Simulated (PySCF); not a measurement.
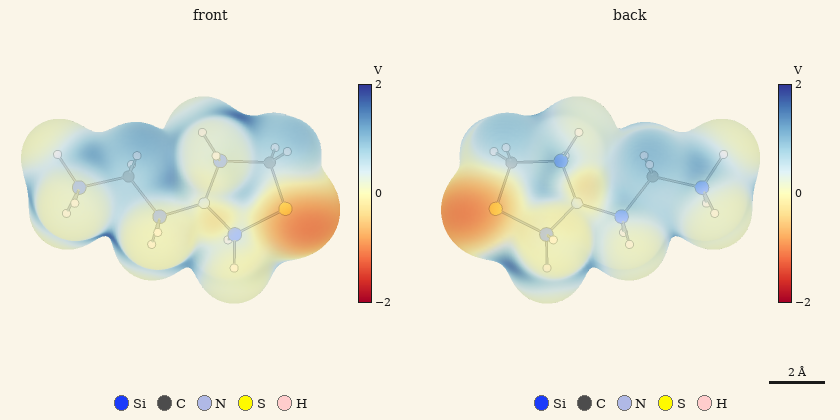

*C2H13NSSi4. The molecular electrostatic potential painted on the density surface at 0.002 e/bohr³, seen from the front and from behind; the colour scale runs from red (negative) to blue (positive).*

Geometry: GFN2-xTB.

Method: PBE0/pcSseg-1, SCF density, gas phase, non-relativistic (PySCF).

```xyz
21

Si    3.7053   -0.1429    0.8433
C     1.9147   -0.5604    0.3878
Si    0.7881    0.9490    0.2802
N    -0.8295    0.4428   -0.1396
Si   -1.5025   -1.0621    0.4033
C    -3.2740   -1.0271   -0.2860
S    -3.7822    0.6561   -0.7895
Si   -1.8623    1.5492   -0.9916
H     3.7402    0.5571    2.1278
H     4.3015    0.7071   -0.1874
H     4.4840   -1.3815    0.9509
H     1.9012   -1.0900   -0.5642
H     1.5110   -1.2535    1.1249
H     1.2072    1.8714   -0.7781
H     0.7266    1.6562    1.5654
H    -0.7872   -2.1925   -0.1952
H    -1.5105   -1.1137    1.8680
H    -4.0077   -1.3528    0.4460
H    -3.3816   -1.6612   -1.1636
H    -1.8955    2.8566   -0.3539
H    -1.4557    1.6092   -2.3944
```

> Describe the electrostatic potential map.

The most negative region (about −1.0 V, or −23 kcal/mol for a unit charge) lies over S7, the most positive (about +1.6 V, or +37 kcal/mol for a unit charge) over Si1, Si3, Si5 and Si8.

> What dipole moment does the calculation give?

Its dipole moment is 2.04 D.
